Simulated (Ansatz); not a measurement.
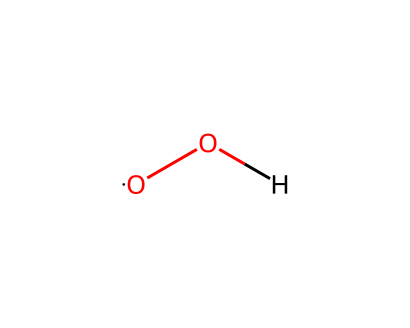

Skeletal drawing of a molecule. Charge 0, doublet.

Give its SMILES.

[O]O

Give the formula, hydrogens included.

HO2.

An optimisation with PBE0-D4/def2-TZVP gave a structure of which point group?

Cs.

The parts below concern this one geometry. Atoms keep their numbers from picture to picture. The geometry was computed by an optimisation with PBE0-D4/def2-TZVP.

### Shape

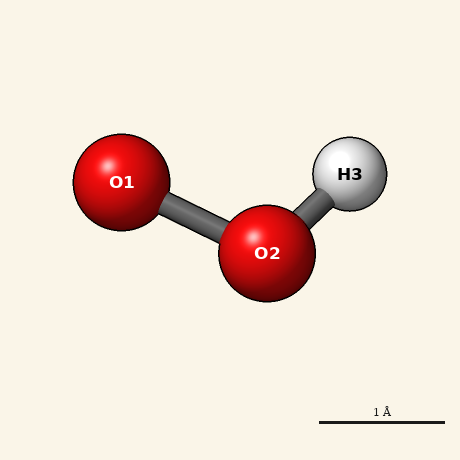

The atoms are numbered.

Which atoms are bonded, and how long are the bonds?

| bond | length (Å) | order |
| --- | --- | --- |
| O1–O2 | 1.309 | single |
| O2–H3 | 0.975 | single |

### Dipole moment

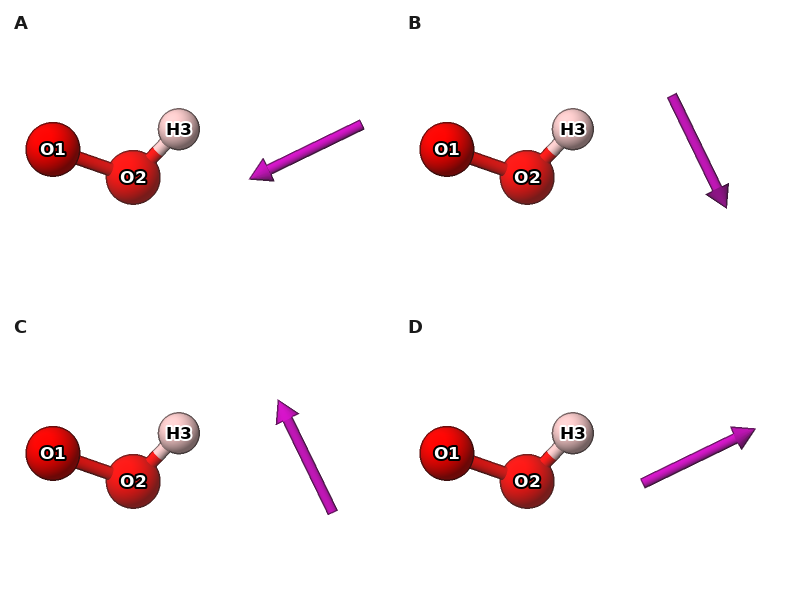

The same molecule four times, each with an arrow. Method: UKS PBE0-D4/def2-TZVP (Ansatz 0.2.0).

Which arrow points along the dipole moment, from the negative to the positive end?

D. The dipole moment is 2.28 D; it points from the side of O1 to the side of H3 (the outermost atoms at the two ends).

### Vibrations

Harmonic vibrations computed with UKS PBE0-D4/def2-TZVP (Ansatz 0.2.0) at a stationary point of the same level.

How many vibrational modes are there, and where do they lie?

3 modes: 1226, 1458, 3631 cm⁻¹.

### Levels of theory compared

Program: Ansatz 0.2.0.

Tabulate HOMO energy (eV) at these levels: B3LYP-D4/def2-TZVPP; BLYP-D4/def2-TZVPP; PBE-D4/def2-TZVPP; PBE0-D4/def2-SVP; revPBE-D4/def2-TZVPP; ωB97M-V/def2-SVP; ωB97X-V/def2-TZVPP.

```tsv
level	HOMO energy (eV)
B3LYP-D4/def2-TZVPP	−7.79
BLYP-D4/def2-TZVPP	−6.05
PBE-D4/def2-TZVPP	−6.06
PBE0-D4/def2-SVP	−7.74
revPBE-D4/def2-TZVPP	−6.00
ωB97M-V/def2-SVP	−10.22
ωB97X-V/def2-TZVPP	−10.63
```

### Charges

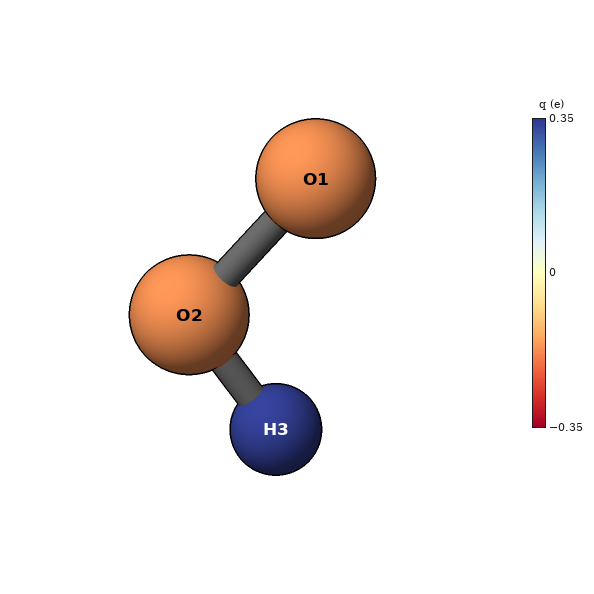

Atoms are coloured by their Mulliken charges. Level of theory: UKS PBE0-D4/def2-TZVP (Ansatz 0.2.0).

Give the Mulliken charges atom by atom.

```
atom  value (e)
  O1      −0.17
  O2      −0.17
  H3       0.34
```

Mulliken values depend strongly on the basis set and can even reverse the polarity of a bond.
